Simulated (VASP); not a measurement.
Band structure of TiS2 (space group C2/m). All values below come from PBEsol GGA, VASP's PBE PAW potentials (set 64) (plane waves; VASP 6.6.1).

Without a dispersion term in the relaxation, distances and binding between the weakly bound layers, chains or molecules are unreliable, and so is what depends on them.

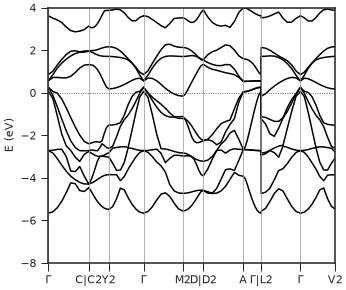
Fig. 1. Bands along high-symmetry lines, zero at the valence-band maximum or, without a gap, the Fermi level

### Question
Read the plot: is there a gap, and where are the band edges?

### Answer
It has no gap at this level: it comes out as a metal or semimetal. (Edges off the drawn lines would not show.)

The structure comes from a computed database's TiS2 entry (C2/m); how it stands against other phases isn't given here. It was relaxed first, which changed the volume by -52 %.
